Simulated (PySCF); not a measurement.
```yaml
atoms:
  - { symbol: C, position_ang: [2.7941, -0.5718, -1.7079] }
  - { symbol: C, position_ang: [1.5207, -0.3865, -1.0484] }
  - { symbol: C, position_ang: [0.4832, -0.2222, -0.4681] }
  - { symbol: C, position_ang: [-0.7945, -0.0656, 0.1904] }
  - { symbol: F, position_ang: [-1.7702, 0.2163, -0.8044] }
  - { symbol: C, position_ang: [-0.7820, 1.1016, 1.1744] }
  - { symbol: C, position_ang: [-0.3841, 2.4197, 0.5186] }
  - { symbol: Si, position_ang: [-1.3634, -1.7450, 0.9688] }
  - { symbol: O, position_ang: [-1.5529, -2.8254, -0.2214] }
  - { symbol: H, position_ang: [3.5490, -0.8579, -0.9755] }
  - { symbol: H, position_ang: [2.7144, -1.3585, -2.4580] }
  - { symbol: H, position_ang: [3.1052, 0.3526, -2.1951] }
  - { symbol: H, position_ang: [-0.0844, 0.8507, 1.9758] }
  - { symbol: H, position_ang: [-1.7800, 1.1947, 1.6078] }
  - { symbol: H, position_ang: [0.6166, 2.3464, 0.0981] }
  - { symbol: H, position_ang: [-1.0779, 2.6616, -0.2833] }
  - { symbol: H, position_ang: [-0.4012, 3.2269, 1.2472] }
  - { symbol: H, position_ang: [-2.6283, -1.4811, 1.6532] }
  - { symbol: H, position_ang: [-0.3098, -2.2904, 1.8097] }
  - { symbol: H, position_ang: [-1.8595, -2.5553, -1.0849] }
```

Geometry: GFN2-xTB.

These are results of PBE0/pcSseg-1, SCF density, gas phase, non-relativistic in PySCF 2.14.0, not measurements.

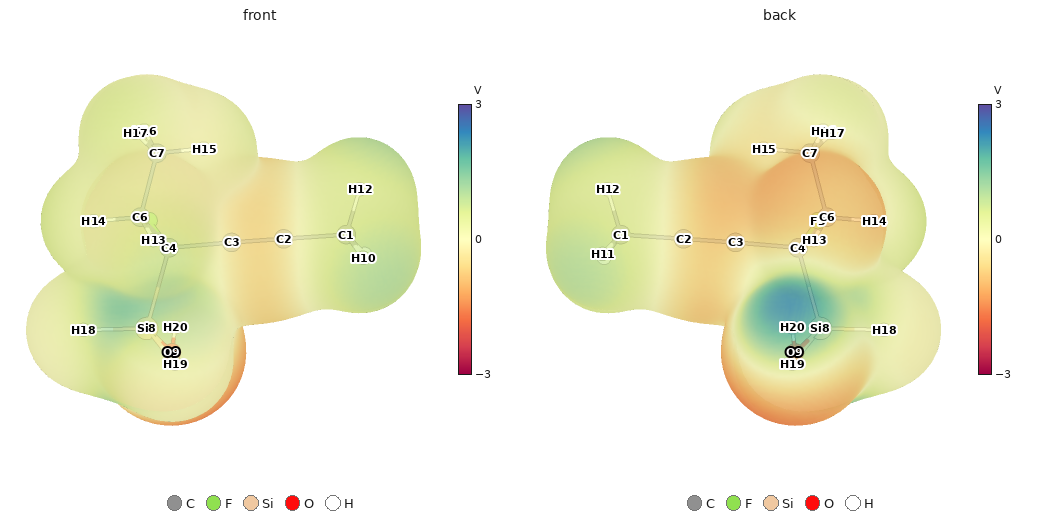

C₆H₁₁FOSi. The electrostatic potential painted on the density surface at 0.002 e/bohr³, seen from the front and from behind; red is negative and blue positive.

Which sites attract a positive test charge, and which a negative one?

A positive charge is drawn to the negative regions and a negative charge to the positive ones. The most negative region (about −1.5 V) lies over O9, the most positive (about +2.2 V) over H20. O9 is the likeliest acceptor of a hydrogen bond.
